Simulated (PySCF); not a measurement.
C$_{4}$H$_{11}$GeP

The calculation's input:

```
{"job": {"kind": "uv", "xc": "PBE0", "basis": "def2-SVPD", "nstates": 8, "ntriplets": 3}, "charge": 0, "multiplicity": 1}
C     -2.176229    -1.107479     0.748617
C     -1.270363    -0.148974     0.764888
C     -1.138048     0.919749    -0.269804
C      0.132701     0.728077    -1.097354
Ge     1.805828     0.701864     0.003908
P      2.540832    -1.358674     0.725784
H     -2.922903    -1.166761    -0.027098
H     -2.219868    -1.867718     1.510107
H     -0.532034    -0.105494     1.560118
H     -2.010144     0.911985    -0.929183
H     -1.092427     1.893068     0.227342
H      0.214891     1.533062    -1.827774
H      0.062837    -0.207423    -1.655841
H      1.634098     1.635317     1.183155
H      2.921765     1.347907    -0.792012
H      2.772689    -1.786797    -0.573594
H      1.269378    -1.909679     0.737755
```

Run with:

```sh
OMP_NUM_THREADS=1 python probes_run.py task.json out
```

Geometry: GFN2-xTB.

Theory: PySCF, PBE0/def2-SVPD, SCF density, gas phase.

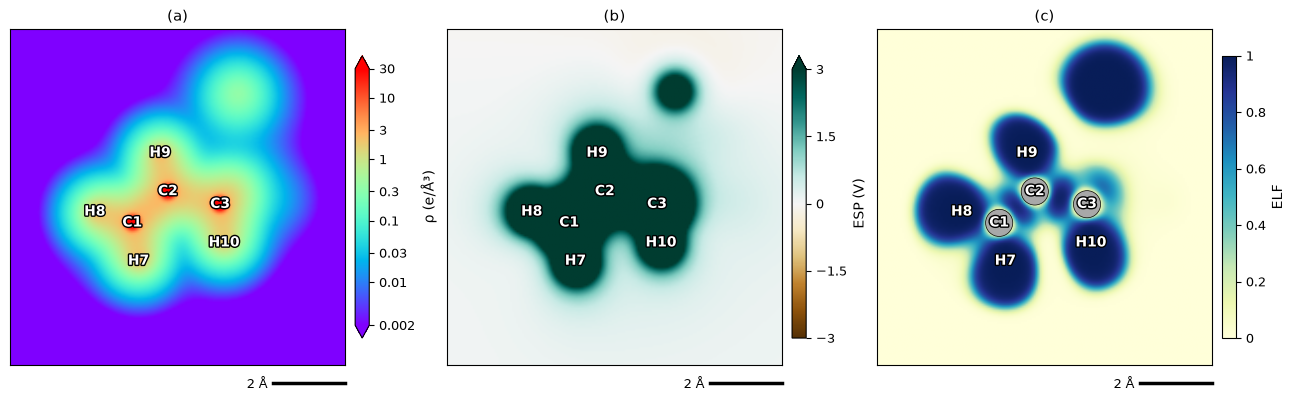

Figure 1. (a) total electron density; (b) molecular electrostatic potential; (c) ELF on the plane of atoms C3, C2 and H9. Grey discs cover the atomic cores in the ELF map.

**What does the map show?**

- The section cuts through C and H sites.
- C–C (1.32 Å): the density is about 2.3 e/Å³ at the midpoint; the ELF peaks at about 0.90 between the atoms: a short, multiple covalent bond.
- C–H (1.08 Å): the density is about 2 e/Å³ at the midpoint; the ELF climbs to about 1 towards the hydrogen, as it does in any bond to H: an ordinary covalent bond to hydrogen.
- C–C (1.49 Å): the density is about 1.8 e/Å³ at the midpoint; the ELF peaks at about 0.95 between the atoms; a shared electron pair.
- The potential has no marked negative region in this plane.

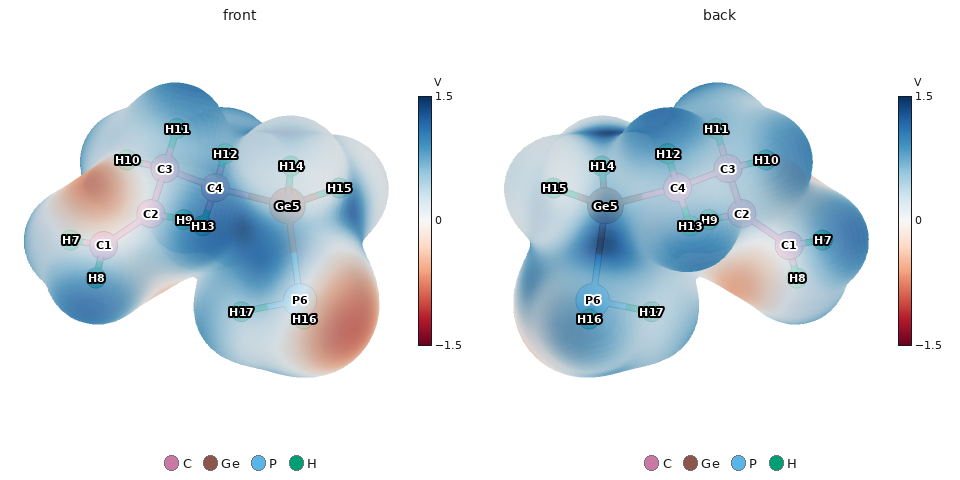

Figure 2. The molecular electrostatic potential painted on the density surface at 0.004 e/bohr³, seen from the front and from behind; red is negative and blue positive.

**Where is the surface potential most negative and most positive?**

The most negative region (about −0.9 V) lies over P6, the most positive (about +1.3 V) over Ge5.

**How polar is the molecule by this calculation?**

Its dipole moment is 1.49 D.
